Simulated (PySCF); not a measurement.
C3H7B, SMILES C(=C)CB at its GFN2-xTB optimised geometry (Å):

```
11

B      1.4291    -0.8878     0.0000
C     -0.1425    -0.8878     0.0000
C     -0.7960     0.4561     0.0000
C     -1.5969     0.8986     0.9514
H      1.9959    -1.8827     0.2374
H      2.0330     0.0771    -0.2645
H     -0.4247    -1.4097    -0.9246
H     -0.5493    -1.4955     0.8123
H     -0.5564     1.0891    -0.8450
H     -2.0330     1.8827     0.9228
H     -1.8509     0.2920     1.8062
```

Computed with PBE0/def2-TZVP run with PySCF. Cells within 0.4 Å of a nucleus heavier than hydrogen are left out (blank, or x).

Map of the electrostatic potential (hartree/e), clipped to [-0.08, 0.12] on the plane z = 0.0 Å:

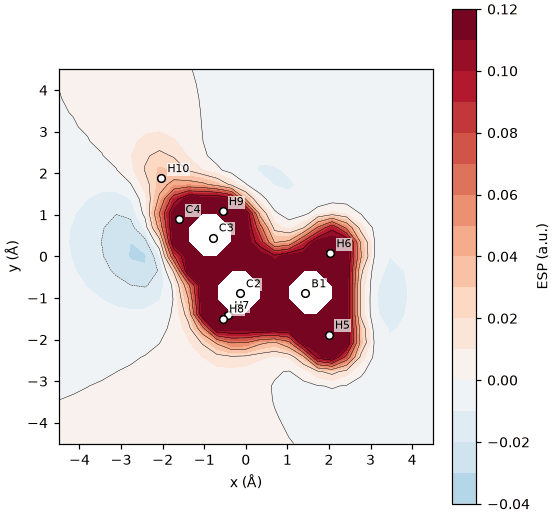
*Electrostatic potential (hartree/e), clipped to [-0.08, 0.12] on the plane z = 0.0 Å.*
